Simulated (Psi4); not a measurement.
# BH3 (borane): B2PLYP/cc-pVTZ-F12 (density fitting, density fitting for correlation, sweep point 2)

What is the energy change on altering one bond length of BH3 (borane) at B2PLYP/cc-pVTZ-F12 (density fitting, density fitting for correlation, sweep point 2)? 

The results are computed with Psi4 1.11.

## Step 1: The structure to begin with

BH3: 4 atoms, total charge 0, spin state singlet. As SMILES, `B`. The coordinates come from a PBE0-D4/def2-TZVP relaxation.

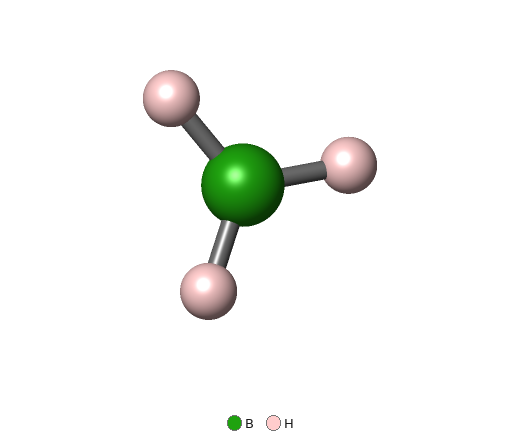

Viewed from a chosen angle; boron green, hydrogen pink.

## Step 2: The energy at B2PLYP/cc-pVTZ-F12 (density fitting, density fitting for correlation, sweep point 2)

The input, job.inp:

```
memory 1.6 GB

molecule m {
  B      0.02626719    -0.02853486    -0.00963760
  H      1.85608900     0.72130846     1.07487622
  H     -0.52194236    -2.21438107     0.08125822
  H     -1.25553404     1.40765699    -1.18466931
  units au
  symmetry c1
}

set basis cc-pVTZ-F12
set reference rks
set puream true
set scf_type df
set dft_radial_points 99
set dft_spherical_points 590
set num_frozen_docc 1

energy_value, wavefunction = energy('b2plyp', return_wfn=True)
print_variables()
```

On the command line:

```
$ psi4 -n 1 job.inp job.out
```

job.out:

```text
[...]
  Running in c1 symmetry.
[...]
  Nuclear repulsion =    7.418838237178044
[...]
  Multiplicity = 1
[...]
  Nalpha       = 4
  Nbeta        = 4
[...]
    Number of basis functions: 107
[...]
   @DF-RKS iter   1:   -26.52258954129953   -6.18501e-01   1.73405e-03 DIIS/ADIIS
[...]
   @DF-RKS iter   5:   -26.54559023568200   -2.67010e-07   4.05838e-07 DIIS
[...]
    Orbital Energies [Eh]
    ---------------------
    Doubly Occupied:
       1A     -7.119916     2A     -0.595452     3A     -0.415944
       4A     -0.415934
[...]
  @DF-RKS Final Energy:   -26.54559023568200
   => Energetics <=
    Nuclear Repulsion Energy =              7.4188382371780444
    One-Electron Energy =                 -49.0623288268659508
    Two-Electron Energy =                  17.5568352276996684
    DFT Exchange-Correlation Energy =      -2.4589348736937611
    Empirical Dispersion Energy =           0.0000000000000000
    VV10 Nonlocal Energy =                  0.0000000000000000
    Total Energy =                        -26.5455902356819990
[...]
 Multipole Moments:
 ------------------------------------------------------------------------------------
     Multipole            Electronic (a.u.)      Nuclear  (a.u.)        Total (a.u.)
 ------------------------------------------------------------------------------------
 L = 1.  Multiply by 2.5417464519 to convert [e a0] to [Debye]
 Dipole X            :          0.0001060           -0.0000804            0.0000256
 Dipole Y            :         -0.0000933            0.0000804           -0.0000129
 Dipole Z            :         -0.0002262            0.0001608           -0.0000654
 Magnitude           :                                                    0.0000714
[...]
```

Wall time 6.3 s (1 thread of Intel Xeon Platinum 8488C (Sapphire Rapids), shared host); peak memory 0.93 GiB.

## Step 3: The distorted shape

The input, calc.in:

```
memory 1600 mb

molecule {
  0 1
  B      0.28258209    -0.31572221     0.22532716
  H      2.11240389     0.43412111     1.30984099
  H     -0.26562746    -2.50156842     0.31622299
  H     -1.25553404     1.40765699    -1.18466931
  units au
  symmetry c1
}

set {
  basis cc-pVTZ-F12
  reference rks
  puream true
  scf_type df
  dft_radial_points 99
  dft_spherical_points 590
  num_frozen_docc 1
}

e_tot, wfn = energy('b2plyp', return_wfn=True)
```

On the command line:

```
$ psi4 -n 1 calc.in calc.out
```

calc.out:

```text
[...]
  Running in c1 symmetry.
[...]
  Nuclear repulsion =    7.002216399834445
[...]
  Multiplicity = 1
[...]
  Nalpha       = 4
  Nbeta        = 4
[...]
    Number of basis functions: 107
[...]
   @DF-RKS iter   1:   -26.50758323922680   -6.41171e-01   1.53247e-03 DIIS/ADIIS
[...]
   @DF-RKS iter   5:   -26.52656962173927   -3.92904e-07   5.92435e-07 DIIS
[...]
    Orbital Energies [Eh]
    ---------------------
    Doubly Occupied:
       1A     -7.146702     2A     -0.587400     3A     -0.423860
       4A     -0.386498
[...]
  @DF-RKS Final Energy:   -26.52656962173927
   => Energetics <=
    Nuclear Repulsion Energy =              7.0022163998344453
    One-Electron Energy =                 -48.2174280423225383
    Two-Electron Energy =                  17.1181739121625434
    DFT Exchange-Correlation Energy =      -2.4295318914137187
    Empirical Dispersion Energy =           0.0000000000000000
    VV10 Nonlocal Energy =                  0.0000000000000000
    Total Energy =                        -26.5265696217392701
[...]
 Multipole Moments:
 ------------------------------------------------------------------------------------
     Multipole            Electronic (a.u.)      Nuclear  (a.u.)        Total (a.u.)
 ------------------------------------------------------------------------------------
 L = 1.  Multiply by 2.5417464519 to convert [e a0] to [Debye]
 Dipole X            :          0.1933313           -0.1091284            0.0842030
 Dipole Y            :         -0.2165908            0.1222629           -0.0943279
 Dipole Z            :          0.1769170           -0.0998039            0.0771132
 Magnitude           :                                                    0.1481024
[...]
```

It took 6 s on 1 thread of Intel Xeon Platinum 8488C (Sapphire Rapids), shared host; peak memory 0.93 GiB.

## Step 4: Results

Level: B2PLYP/cc-pVTZ-F12 (density fitting, density fitting for correlation, sweep point 2), 1 core orbital frozen.

| quantity | value |
| --- | --- |
| first shape: total energy | -26.58316 Eh |
| first shape: HOMO energy (SCF part's orbitals) | -11.32 eV |
| first shape: LUMO energy (SCF part's orbitals) | -0.70 eV |
| first shape: HOMO–LUMO gap (SCF part's orbitals) | 10.61 eV |
| distorted shape: total energy | -26.56462 Eh |
| distorted shape: HOMO energy (SCF part's orbitals) | -10.52 eV |
| distorted shape: LUMO energy (SCF part's orbitals) | -0.80 eV |
| distorted shape: HOMO–LUMO gap (SCF part's orbitals) | 9.72 eV |
| energy change with the B1–H4 bond stretched from 1.193 to 1.432 Å | 0.504 eV |

What this shows: With the B1–H4 bond stretched from 1.193 to 1.432 Å the energy rises by 0.50 eV (48.7 kJ/mol). The first shape isn't relaxed at this level, so the change isn't measured from a minimum.
